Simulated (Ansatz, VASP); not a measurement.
# Rh (Rhodium) in two plane-wave programs, part 2 of 2

Wanted: the spread between two codes on one cell, functional and k mesh.  Valence electrons are named where the data sets of a main pair hold unlike numbers.

VASP 6.6.1 and Ansatz 0.2.0.

So far. Step 2 (Ansatz: single point, PBE): The run ends at a pressure of 5.58 GPa.

### 8. Differences

What differs besides the data sets and the points named for the pairs above, as far as they apply: spin-orbit coupling enters by fully relativistic files in Ansatz and inside the spheres in VASP; the data sets hold 17 valence electrons in Ansatz (on its fully relativistic PAW (standard-fr) files) and 15 in VASP. Total energies have different zeros and are not compared.

The two programs side by side:

```tsv
quantity	Ansatz	VASP	difference
pressure (GPa)	5.95	4.81	+1.14
pressure without Ansatz's Pulay correction (GPa)	5.83	4.81	+1.03
```

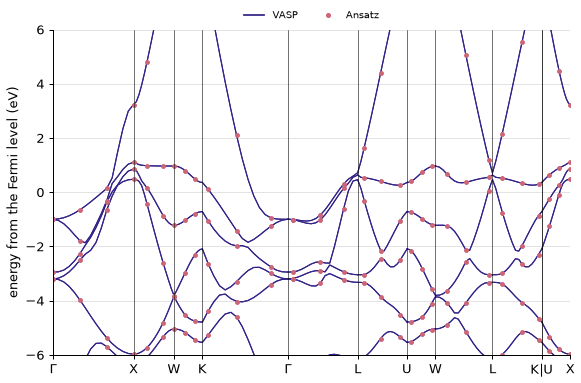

Bands from VASP (lines) and levels from Ansatz (dots). Dots without a line are higher empty bands that the VASP plot leaves out.

Levels from 3 eV below to 2 eV above the Fermi level differ by 6 meV r.m.s. and 21 meV at most; each VASP level is matched to the nearest of Ansatz, which flatters the figure a little. Ansatz's pressure holds a Pulay correction of 0.12 GPa; VASP's holds none.

### 9. What the set-up changes

Further runs change the set-up of one program: Ansatz's method, potentials or start, or VASP's data sets, cutoff or form of LDA. The table gives Ansatz less VASP for each quantity, since a change that brings one quantity closer may part another.

```tsv
run	pressure (GPa)	pressure without Ansatz's Pulay correction (GPa)
as above	1.1	1.0
Ansatz's larger PAW set (cutoff 640 eV)	1.1	1.0
norm-conserving potentials (cutoff 1197 eV)	1.9	1.8
```

### 10. Ansatz: single point, PBE, spin-orbit coupling

A single point gives forces, pressure and levels at one fixed geometry, so differences don't come from the geometry; what else differs is listed under the comparison.

input.yaml

```yaml
crystal:
  lattice:
    - [0.0, 1.90155, 1.90155]
    - [1.90155, 0.0, 1.90155]
    - [1.90155, 1.90155, 0.0]
  atoms:
    - { symbol: Rh, position: [0.0, 0.0, 0.0] }
hamiltonian:
  xc: pbe
  pseudopotentials: { kind: paw_fr }
magnetization:
  noncollinear: true
  spin_orbit: true
kpoints:
  mp_grid: { grid: [15, 15, 15] }
scf:
  occupations: { method: tetrahedron }
output:
  forces: true
  stress: true
  write_density: true
  write_potential: true
  elf: true
  volumetric_format: npy
```

Run with:

```sh
ansatz run input.yaml --threads 2 --pin off --max-ram 4608MiB --backend cpu --events-out ev --progress --plain --runs-dir out
```

Numbers of over 12 decimals in the logs are rounded to 6 here.

Log:

```text
Warning: output.forces, output.stress, relax.cell or npt_langevin: where a Kohn–Sham band that disperses or a degenerate level is filled in part under the method tetrahedron, the forces or the stress that this run publishes need not agree with its energy (scf.occupations.method in the input reference, under Limitations); prefer a smearing scheme for the forces or the stress
[...]
k-point 1: bands = [... 13 lower, 19.2707, 19.5034, 19.5034, 21.3663, 21.3663, 21.3856, 21.3856, 38.4439, ... 5 higher]
  k-point 2: bands = [... 13 lower, 19.4126, 19.6673, 19.6673, 21.2707, 21.2707, 21.3499, 21.3499, 39.0829, ... 5 higher]
  k-point 119: bands = [... 13 lower, 18.8623, 21.2193, 21.2193, 23.3067, 23.3067, 31.5278, 31.5278, 31.8645, ... 5 higher]
[key lines of the parts left out:]
SCF converged after 7 iterations
Magnetization: |M| = 0.0000 μB,  M = (+0.0000, +0.0000, +0.0000) μB
Free energy (F): -6404.694430 eV
Fermi energy:    22.389265 eV
P = ⅓ Tr σ = 5.9116 GPa (59.116 kbar)
```

Wall time 6.8 s (2 threads of Arm Neoverse V1, shared host); peak memory 0.42 GiB; 7.2 s of CPU time.

The run ends at a pressure of 5.91 GPa.

### 11. VASP: single point, PBE, spin-orbit coupling

The same cell, functional, mesh and smearing now go to VASP, with its own data sets.

INCAR

```
SYSTEM = Rh
PREC = Accurate
ENCUT = 400
EDIFF = 1E-06
NELM = 100
ISMEAR = -5
SIGMA = 0.05
LREAL = .FALSE.
ALGO = Normal
GGA = PE
LNONCOLLINEAR = .TRUE.
MAGMOM = 0 0 0
NBANDS = 26
GGA_COMPAT = .FALSE.
LASPH = .TRUE.
LSORBIT = .TRUE.
LMAXMIX = 4
LORBIT = 11
LWAVE = .FALSE.
LCHARG = .FALSE.
KPAR = 2
NEDOS = 2001
```

POSCAR

```
Rh
1.0
    0.0000000000      1.9015500000      1.9015500000
    1.9015500000      0.0000000000      1.9015500000
    1.9015500000      1.9015500000      0.0000000000
Rh
1
Direct
    0.0000000000      0.0000000000      0.0000000000
```

KPOINTS

```
Automatic mesh
0
Gamma
15 15 15
0 0 0
```

PAW data sets: Rh_pv (PBE family, release 64).

Run with:

```sh
mpirun -np 2 vasp_ncl
```

Log:

```text
[... set-up lines as in an earlier step ...]
 entering main loop
       N       E                     dE             d eps       ncg     rms          rms(c)
DAV:   1     0.144162439574E+03    0.14416E+03   -0.75413E+03  6296   0.110E+03
DAV:   2    -0.430370114752E+01   -0.14847E+03   -0.14233E+03  6496   0.374E+02
DAV:   3    -0.788329613724E+01   -0.35796E+01   -0.35595E+01  7090   0.650E+01
DAV:   4    -0.790570015522E+01   -0.22404E-01   -0.22407E-01  7180   0.517E+00
[...]
DAV:  10    -0.740482016273E+01    0.37826E-04   -0.69069E-05  7050   0.120E-01    0.940E-03
DAV:  11    -0.740482171607E+01   -0.15533E-05   -0.16618E-06  7054   0.120E-02    0.226E-03
DAV:  12    -0.740482103595E+01    0.68012E-06   -0.25922E-07  4348   0.703E-03
   1 F= -.74048210E+01 E0= -.74048210E+01  d E =0.000000E+00  mag=     0.0000     0.0000    -0.0000
 -----------------------------------------------------------------------------
|                                                                             |
|           W    W    AA    RRRRR   N    N  II  N    N   GGGG   !!!           |
|           W    W   A  A   R    R  NN   N  II  NN   N  G    G  !!!           |
|           W    W  A    A  R    R  N N  N  II  N N  N  G       !!!           |
|           W WW W  AAAAAA  RRRRR   N  N N  II  N  N N  G  GGG   !            |
|           WW  WW  A    A  R   R   N   NN  II  N   NN  G    G                |
|           W    W  A    A  R    R  N    N  II  N    N   GGGG   !!!           |
|                                                                             |
|     Tetrahedron method does not include variations of the Fermi             |
|     occupations, so forces and stress will be inaccurate. We suggest        |
|     using a different smearing scheme ISMEAR = 1 or 2 for metals in         |
|     relaxations.                                                            |
|                                                                             |
 -----------------------------------------------------------------------------
```

From OUTCAR (step 11):

```text
  Total        0.4091558      0.4091558      0.4091558      0.0000000     -0.0000000     -0.0000000
  in kB       47.6700961     47.6700961     47.6700961      0.0000000     -0.0000000     -0.0000000
  external PRESSURE =      47.6700961 kB  Pullay stress =       0.0000000 kB

 POSITION                                       TOTAL-FORCE (eV/Angst)
 -----------------------------------------------------------------------------------
      0.00000      0.00000      0.00000        -0.000000     -0.000000      0.000000
 -----------------------------------------------------------------------------------
    total drift:                                0.000000     -0.000000     -0.000000

  FREE ENERGIE OF THE ION-ELECTRON SYSTEM (eV)
  ---------------------------------------------------
  free  energy   TOTEN  =        -7.4048210360 eV

  energy  without entropy=       -7.4048210360  energy(sigma->0) =       -7.40482104

 magnetization (y)
# of ion       s       p       d       tot
------------------------------------------
    1        0.000  -0.000  -0.000   0.000

 magnetization (z)
# of ion       s       p       d       tot
------------------------------------------
    1        0.000  -0.000   0.000   0.000

[... 3 parts as in an earlier step ...]

[... 1 further part left out ...]
[key lines of the parts left out:]
E-fermi :  11.8949
```

With tetrahedra the forces and stress of a metal are not exact derivatives of the energy.

### 12. Comparison

What differs besides the data sets and the points named for the pairs above, as far as they apply: the data sets hold 17 valence electrons in Ansatz (on its fully relativistic PAW (standard-fr) files) and 15 in VASP. Total energies have different zeros and are not compared.

Compared:

```tsv
quantity	Ansatz	VASP	difference
pressure (GPa)	5.91	4.77	+1.14
pressure without Ansatz's Pulay correction (GPa)	5.80	4.77	+1.03
```

Ansatz's pressure holds a Pulay correction of 0.12 GPa; VASP's holds none.

### 13. Further runs

Further runs change the set-up of one program: Ansatz's method, potentials or start, or VASP's data sets, cutoff or form of LDA. The table gives Ansatz less VASP for each quantity, since a change that brings one quantity closer may part another.

```tsv
run	pressure (GPa)	pressure without Ansatz's Pulay correction (GPa)
as above	1.1	1.0
Ansatz's larger PAW set (cutoff 640 eV)	1.1	1.0
norm-conserving potentials (cutoff 1197 eV)	1.9	1.8
```

### 14. Summary of results

- difference in pressure (single point, PBE): 1.3 GPa
- difference in pressure (band structure, PBE, spin-orbit coupling): 1.1 GPa
- difference in pressure (single point, PBE, spin-orbit coupling): 1.1 GPa

In words: The difference in pressure is 1.3 GPa (single point, PBE), beyond the 1 GPa picked in this series as the mark of a large difference. The data sets hold unlike numbers of valence electrons (17 in Ansatz and 15 in VASP), so part of the differences comes from the potentials. For single point, PBE, no further run moves any of the tabulated differences by more than a quarter of its size. Band structure, PBE, spin-orbit coupling, norm-conserving potentials (cutoff 1197 eV): the difference in pressure goes from 1.1 to 1.9 GPa; the difference in pressure without Ansatz's Pulay correction goes from 1.0 to 1.8 GPa. Single point, PBE, spin-orbit coupling, norm-conserving potentials (cutoff 1197 eV): the difference in pressure goes from 1.1 to 1.9 GPa; the difference in pressure without Ansatz's Pulay correction goes from 1.0 to 1.8 GPa. How closely two codes agree says nothing of how well the functional describes the real material.

[Lines on the potential files, build, host, timing and source positions are cut from VASP's logs without a mark.]

[Logs are printed without paths, hosts, clocks, repeated set-up lines and the standing remarks that a program may print on its own settings, such as how far it seeks lower states.]

[Hosts, paths, dates, database ids (printed as entryN), source tags and the programs' standing remarks are cut or masked in the printed files.]
